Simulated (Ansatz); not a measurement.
# MgTiTe3 (built on the sites of a database entry of BaTiO3): relaxing the cell for a phonon run

Wanted: the relaxed cell of MgTiTe3 (built on the sites of a database entry of BaTiO3).

Method: DFT PBE+D3(BJ), scalar-relativistic, plane waves, PAW, in Ansatz 0.2.0.

The structure was built from a prototype and need not be the compound's stable phase.

### Step 1. Starting point

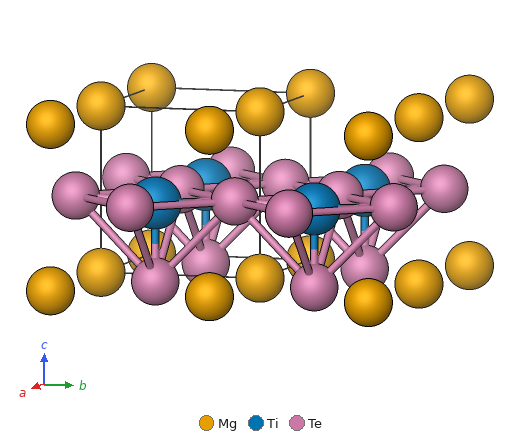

The starting structure, seen slightly off an axis (magnesium orange, titanium blue, tellurium pink). 2×2×1 cells are drawn. Some periodic images of atoms are drawn too.

### Step 2. A coarse first look

A quick single point on a coarse mesh tells whether the cell has a gap and how far it is from rest, which sets the k mesh and smearing that follow.

input.yaml

```yaml
crystal:
  lattice:
    - [3.99166, 0.0, 0.0]
    - [0.0, 3.99166, 0.0]
    - [0.0, 0.0, 4.00982]
  atoms:
    - { symbol: Mg, position: [0.0, 0.0, 0.0] }
    - { symbol: Ti, position: [0.5, 0.5, 0.49] }
    - { symbol: Te, position: [0.5, 0.5, 0.019] }
    - { symbol: Te, position: [0.5, 0.0, 0.517] }
    - { symbol: Te, position: [0.0, 0.5, 0.517] }
kpoints:
  mp_grid: { grid: [4, 4, 4] }
hamiltonian:
  xc: pbe
  dispersion: d3bj
scf:
  occupations: { method: gaussian, width: 0.1 }
output:
  forces: true
  stress: true
  eigenvalues: true
```

On the command line:

```sh
ansatz run input.yaml --threads 8 --pin off --max-ram 14336MiB --backend cpu --events-out ev --progress --plain --runs-dir out
```

Numbers of over 12 decimals in the logs are rounded to 6 here.

The log of the run:

```text
Engine: ansatz 0.2.0, aarch64-unknown-linux-gnu
Pseudopotentials: kind: paw
Pseudopotential: Mg, paw, valence charge 10, recommended cutoff 420 eV (normal), Mg.paw.azcp
Pseudopotential: Ti, paw, valence charge 12, recommended cutoff 420 eV (normal), Ti.paw.azcp
Pseudopotential: Te, paw, valence charge 16, recommended cutoff 420 eV (normal), Te.paw.azcp
Functional definition: PBE
  parameter kappa = 0.804
[...]
k-point 0: bands = [... 31 lower, 22.0980, 22.4361, 22.8333, 22.8333, 24.0041, 25.9190, 26.0260, 27.6424, ... 2 higher]
  k-point 1: bands = [... 31 lower, 20.5984, 22.1755, 23.7111, 25.0608, 25.0608, 25.7127, 26.8559, 27.2472, ... 2 higher]
  k-point 2: bands = [... 31 lower, 19.4308, 20.6985, 22.2585, 25.9109, 26.3605, 26.3605, 27.0698, 27.0698, ... 2 higher]
  k-point 17: bands = [... 31 lower, 19.4357, 20.4757, 24.8051, 24.8051, 24.8115, 28.6124, 28.6124, 28.6865, ... 2 higher]
[key lines of the parts left out:]
SCF converged after 8 iterations
Free energy (F): -25335.707000 eV
Fermi energy:    24.739678 eV
P = ⅓ Tr σ = 224.2470 GPa (2242.470 kbar)
```

Run time: 1.2 s. Hardware: 8 threads of Arm Neoverse V2, shared host; peak memory 0.42 GiB; 4.8 s of CPU time.

Numbers from this step:

* pressure: 224.2 GPa
* volume per atom: 12.78 Å³
* gap on the k-mesh: 0 eV

The coarse mesh shows no gap and a pressure of 224.2 GPa.

### Step 3. Coarse relaxation

The start is far from rest, so a relaxation with loose tolerances brings it close first.

Changes to input.yaml since step 2:

```diff
@@ -12,3 +12,3 @@
 kpoints:
-  mp_grid: { grid: [4, 4, 4] }
+  mp_grid: { grid: [6, 6, 6] }
 hamiltonian:
@@ -22 +22,6 @@
   eigenvalues: true
+relax:
+  adjacent_minimum: "off"
+  f_tol: 0.05
+  max_steps: 80
+  cell: { stress_tol: 0.5 }
```

The log of the run:

```text
[...]
Crystal: 5 atoms, lattice volume = 63.890 Å³
Basis set: ecut = 420 eV, 1237 PW (Γ), exchange–correlation on 54×54×54 points (8 copies of the dense FFT grid, shifted against one another)
Bands: 42, of which v1, the nominal top of the filled ones, is band 35 counted from 1 (34 counted from 0)
Symmetry: 8 space group operations
[...]
k-points: 40 of 216 (time reversal used)
[...]
cell:  # Å, volume = 162.4650 Å³
    - [5.457368, 0, 0]
    - [0, 5.457368, 0.0]
    - [0, 0.0, 5.454982]
  atoms:
    - { symbol: Mg, position: [0, 0.0, -0.226544] }
    - { symbol: Ti, position: [0.5, 0.5, 0.489445] }
    - { symbol: Te, position: [0.5, 0.5, 0.038798] }
    - { symbol: Te, position: [0.5, 0, 0.620650] }
    - { symbol: Te, position: [0, 0.5, 0.620650] }
[key lines of the parts left out:]
SCF converged after 8 iterations
Free energy (F): -25366.909983 eV
Fermi energy:    7.146011 eV
P = ⅓ Tr σ = 0.2872 GPa (2.872 kbar)
```

The job ended after 51 s (8 threads; peak memory 0.73 GiB; 6.2 min of CPU time).

Relaxation path (22 of 24):

```
step  energy less that of the first step (eV)  largest force component (eV/Å)  pressure (GPa)  volume (Å³)
   1                                   0.0000                         12.1600          221.73        63.89
   2                                 -11.4426                          1.6980          142.39        73.68
   3                                 -18.9224                          1.3859           89.61        84.19
   4                                 -24.0482                          1.2510           51.11        96.07
   5                                 -26.9687                          1.2073           22.44       108.85
   6                                 -28.0978                          2.5261           -0.61       120.86
   8                                 -28.2783                          0.5116           -2.06       121.16
   9                                 -28.2939                          0.0841           -0.82       120.17
  10                                 -28.2958                          0.0590            0.04       119.61
  11                                 -28.2961                          0.0585            0.06       119.61
  12                                 -28.2990                          0.0483            0.13       119.66
  13                                 -28.3022                          0.0707            0.25       119.82
  14                                 -28.3040                          0.0556           -0.05       120.11
  15                                 -28.3040                          0.0089            0.01       120.08
 16*                                 -29.4641                          0.1180           13.66       120.08
  17                                 -30.1731                          1.2935            5.47       133.31
  19                                 -30.7449                          0.5091            1.65       146.68
  20                                 -30.9346                          0.3461            1.35       151.54
  21                                 -31.0566                          0.1736           -0.16       160.80
  22                                 -31.0674                          0.0822           -0.13       163.01
  23                                 -31.0685                          0.0257           -0.05       162.46
 24*                                 -31.0951                          0.0249            0.29       162.46
```

Relaxation steps marked * repeat the geometry before them on a plane-wave basis chosen anew for their cell, so energy and pressure can jump there. Other such steps can lie between the rows shown.

Forces are held to the 8 operations that the run works with; a distortion that breaks them can't arise in this run.

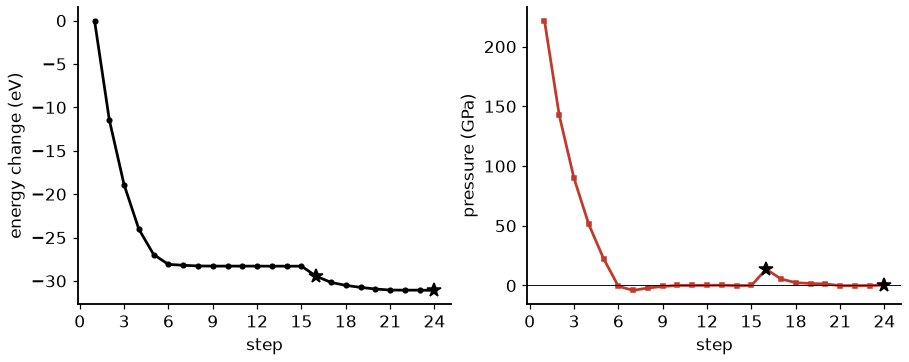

Energy and pressure along the relaxation. Stars mark steps on a basis chosen anew.

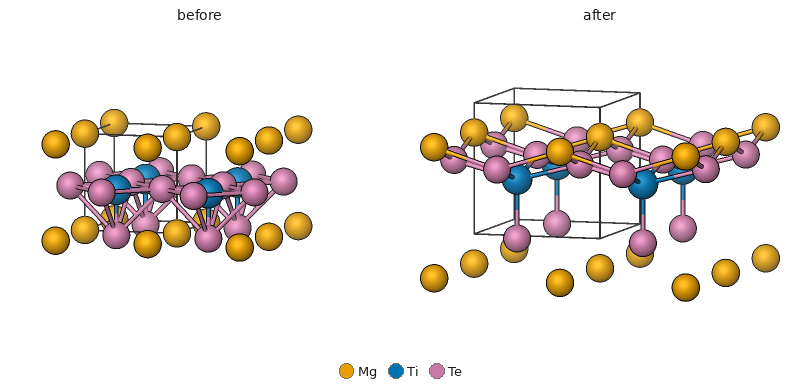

The structure before and after the relaxation, drawn at the same scale. Bonds to atoms that aren't drawn are left out.

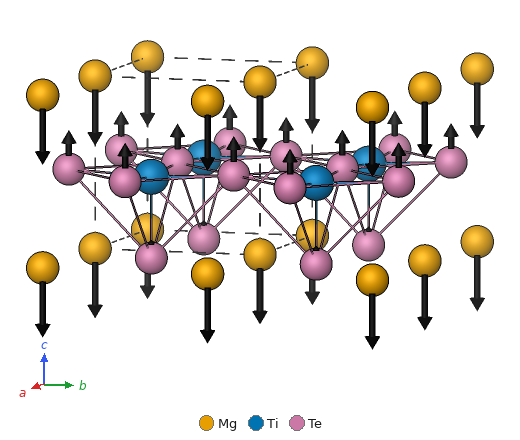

Displacements in the relaxation, scaled, measured against the changing cell; the longest in the cell stands for 1.24 Å. 2×2×1 cells are drawn. Some periodic images of atoms are drawn too.

```
     cell as run  before  after    change
           a (Å)   3.992  5.457   +36.7 %
           b (Å)   3.992  5.457   +36.7 %
           c (Å)   4.010  5.455   +36.0 %
volume (Å³/atom)   12.78  32.49  +154.3 %
```

The atoms that moved most (Å, as changes of fractional coordinates times the final cell):

```
atom     dx     dy      dz  length
 Mg1  0.000  0.000  -1.236   1.236
 Te4  0.000  0.000   0.565   0.565
 Te5  0.000  0.000   0.565   0.565
 Te3  0.000  0.000   0.108   0.108
```

Final coordinates:

```cif
data_structure
_symmetry_space_group_name_H-M 'P 1'
_symmetry_Int_Tables_number 1
_cell_length_a 5.4574
_cell_length_b 5.4574
_cell_length_c 5.4550
_cell_angle_alpha 90.000
_cell_angle_beta 90.000
_cell_angle_gamma 90.000
_cell_volume 162.46
loop_
_atom_site_label
_atom_site_type_symbol
_atom_site_fract_x
_atom_site_fract_y
_atom_site_fract_z
_atom_site_occupancy
Mg1 Mg 0.00000 0.00000 0.77346 1
Ti2 Ti 0.50000 0.50000 0.48944 1
Te3 Te 0.50000 0.50000 0.03880 1
Te4 Te 0.50000 0.00000 0.62065 1
Te5 Te 0.00000 0.50000 0.62065 1
```

Numbers from this step:

- pressure: 0.2872 GPa
- volume per atom: 32.49 Å³

In this step the volume went from 12.78 to 32.49 Å³/atom.

### Step 4. Relaxation

The cell and atoms are relaxed, since residual forces and stress would shift the frequencies.

input.yaml

```yaml
crystal:
  lattice:
    - [5.4573677539, 0.0, 0.0]
    - [0.0, 5.4573677539, 0.0]
    - [0.0, 0.0, 5.4549817154]
  atoms:
    - { symbol: Mg, position: [0.0, 0.0, -0.2265440552] }
    - { symbol: Ti, position: [0.5, 0.5, 0.4894449415] }
    - { symbol: Te, position: [0.5, 0.5, 0.0387981858] }
    - { symbol: Te, position: [0.5, 0.0, 0.6206504639] }
    - { symbol: Te, position: [0.0, 0.5, 0.6206504639] }
kpoints:
  mp_grid: { grid: [8, 8, 8] }
hamiltonian:
  xc: pbe
  dispersion: d3bj
scf:
  occupations: { method: gaussian, width: 0.1 }
output:
  forces: true
  stress: true
  eigenvalues: true
  write_density: true
  write_potential: true
  elf: true
  volumetric_format: npy
relax:
  adjacent_minimum: "off"
  f_tol: 0.005
  max_steps: 80
  cell: { stress_tol: 0.05 }
```

The log of the run:

```text
[...]
Crystal: 5 atoms, lattice volume = 162.465 Å³
Basis set: ecut = 420 eV, 3191 PW (Γ), exchange–correlation on 80×80×80 points (8 copies of the dense FFT grid, shifted against one another)
Bands: 42, of which v1, the nominal top of the filled ones, is band 35 counted from 1 (34 counted from 0)
Symmetry: 8 space group operations
[...]
k-points: 75 of 512 (time reversal used)
[...]
SCF iter   1: F=—  HF=-25366.912169 eV  |F-HF|=—  |Δ(HF+E_count)|=         —  Δρ=4.43e-3  dr2=2.56e-2  ethr=1.77e-3  ⟨swp⟩=7.3  Hψ=12818  notcnv=0
[...]
SCF iter   9: F=-25366.908160 eV  HF=-25366.908160 eV  |F-HF|=3.12e-9  |Δ(HF+E_count)|=   1.65e-8  Δρ=1.62e-6  dr2=7.15e-9  ethr=1.43e-10  ⟨swp⟩=8.5  Hψ=19026  notcnv=0
SCF 1 converged in 9 iterations: F = -25366.908160 eV  dr2 = 7.15e-9
[...]
relax step   1: F+E_penalty+E_count = -25366.90815962 eV  Δ(F+E_penalty+E_count) = +0.000e0 eV  max|allowed force component| = 4.218e-2 eV/Å  Δτ_max = 0.0000 Å  P = +0.299 GPa  Ω = 162.465 Å³  (9 SCF iters, dr2 threshold 1.00e-7 eV, accepted)
Crystal: 5 atoms, lattice volume = 164.765 Å³
Basis set: ecut = 420 eV, 3207 PW (Γ), exchange–correlation on 80×80×80 points (8 copies of the dense FFT grid, shifted against one another)
[...]
SCF iter   7: F=-25366.908786 eV  HF=-25366.908786 eV  |F-HF|=1.23e-7  |Δ(HF+E_count)|=   1.50e-7  Δρ=7.57e-6  dr2=1.90e-7  ethr=5.31e-10  ⟨swp⟩=12.4  Hψ=24742  notcnv=0
SCF 2 converged in 7 iterations: F = -25366.908786 eV  dr2 = 1.90e-7
relax step   2: F+E_penalty+E_count = -25366.90878586 eV  Δ(F+E_penalty+E_count) = -6.262e-4 eV  max|allowed force component| = 4.393e-2 eV/Å  Δτ_max = 0.0206 Å  P = -0.186 GPa  Ω = 164.765 Å³  energy of the carried Pulay correction = -2.342e-4 eV  (7 SCF iters, dr2 threshold 3.72e-7 eV, accepted)
Crystal: 5 atoms, lattice volume = 163.934 Å³
[...]
SCF iter   6: F=-25366.909591 eV  HF=-25366.909591 eV  |F-HF|=6.61e-8  |Δ(HF+E_count)|=   3.10e-7  Δρ=8.12e-6  dr2=8.70e-8  ethr=1.96e-10  ⟨swp⟩=9.4  Hψ=25199  notcnv=0
SCF 3 converged in 6 iterations: F = -25366.909591 eV  dr2 = 8.70e-8
relax step   3: F+E_penalty+E_count = -25366.90959062 eV  Δ(F+E_penalty+E_count) = -8.048e-4 eV  max|allowed force component| = 9.258e-3 eV/Å  Δτ_max = 0.0097 Å  P = -0.022 GPa  Ω = 163.934 Å³  energy of the carried Pulay correction = -1.500e-4 eV  (6 SCF iters, dr2 threshold 1.37e-7 eV, accepted)
[...]
relax step   4: F+E_penalty+E_count = -25366.90962352 eV  Δ(F+E_penalty+E_count) = -3.291e-5 eV  max|allowed force component| = 3.166e-3 eV/Å  Δτ_max = 0.0038 Å  P = -0.002 GPa  Ω = 163.914 Å³  energy of the carried Pulay correction = -1.479e-4 eV  (7 SCF iters, dr2 threshold 5.36e-9 eV, accepted)
[...]
SCF iter   8: F=-25366.909776 eV  HF=-25366.909776 eV  |F-HF|=2.69e-10  |Δ(HF+E_count)|=  5.24e-10  Δρ=6.96e-8  dr2=6.86e-12  ethr=1.00e-12  ⟨swp⟩=7.0  Hψ=15317  notcnv=0
SCF 5 converged in 8 iterations: F = -25366.909776 eV  dr2 = 6.86e-12
relax step   5: F+E_penalty+E_count = -25366.90977641 eV  Δ(F+E_penalty+E_count) = -1.529e-4 eV  max|allowed force component| = 3.199e-3 eV/Å  Δτ_max = 0.0000 Å  P = -0.003 GPa  Ω = 163.914 Å³  stress off target by 8.35e-3 GPa  SCF on the basis re-selected at this cell (its energy is not comparable with the rows above)  (8 SCF iters)
[...]
SCF converged after 8 iterations
Free energy (F): -25366.909776 eV
[...]
Internal energy: -25366.904572 eV  (E = F + TS)
E sigma→0 (E₀):  -25366.907174 eV
Entropy (-TS):   -0.005204 eV (-1.041 meV/atom)
Fermi energy:    7.049811 eV
[...]
--- Forces (eV/Å), atoms counted from 1 ---
  atom   1  Mg    -0.00000000     0.00000000    -0.00319934
  atom   2  Ti    -0.00000000     0.00000000    -0.00248821
  atom   3  Te    -0.00000000     0.00000000     0.00192209
  atom   4  Te     0.00000000     0.00000000     0.00188283
  atom   5  Te    -0.00000000    -0.00000000     0.00188283
  max |Σ_I F_I| component: 2.04e-7 eV/Å
--- Stress (GPa, compression-positive) ---
        0.000275       0.000000      -0.000000
        0.000000       0.000275       0.000000
       -0.000000       0.000000      -0.008346
  P = ⅓ Tr σ = -0.0026 GPa (-0.026 kbar)
--- Band table (eV; the first three rows and the last of 75) ---
  k-point 0: bands = [... 31 lower, 5.6010, 5.7615, 6.0101, 6.0101, 6.9734, 7.4184, 8.2978, 8.2978, ... 3 higher]
  k-point 1: bands = [... 31 lower, 5.5349, 5.5435, 6.0263, 6.0263, 6.9779, 7.4995, 8.3263, 8.3263, ... 3 higher]
  k-point 2: bands = [... 31 lower, 5.2358, 5.4115, 6.0542, 6.0542, 6.9889, 7.7131, 8.3150, 8.3872, ... 3 higher]
  k-point 74: bands = [... 31 lower, 4.7115, 6.6584, 7.0225, 7.1422, 7.1422, 8.3976, 8.3976, 8.4254, ... 3 higher]
--- Relaxed structure (4 steps of the walk, 4 accepted, 1 SCFs on fresh bases) ---
[...]
cell:  # Å, volume = 163.9137 Å³
    - [5.477081, 0.0, 0]
    - [0.0, 5.477081, 0.0]
    - [0, 0.0, 5.464079]
  atoms:
    - { symbol: Mg, position: [0, 0.0, -0.229985] }
    - { symbol: Ti, position: [0.5, 0.5, 0.489937] }
    - { symbol: Te, position: [0.5, 0.5, 0.040247] }
    - { symbol: Te, position: [0.5, 0.0, 0.621400] }
    - { symbol: Te, position: [0, 0.5, 0.621400] }
```

It took 36 s on 8 threads; peak memory 0.88 GiB.

[end of part 1 of 2]

[Logs are printed without paths, hosts, clocks, repeated set-up lines and the standing remarks that a program may print on its own settings, such as how far it seeks lower states.]

[Hosts, paths, dates, database ids (printed as entryN), source tags and the programs' standing remarks are cut or masked in the printed files.]
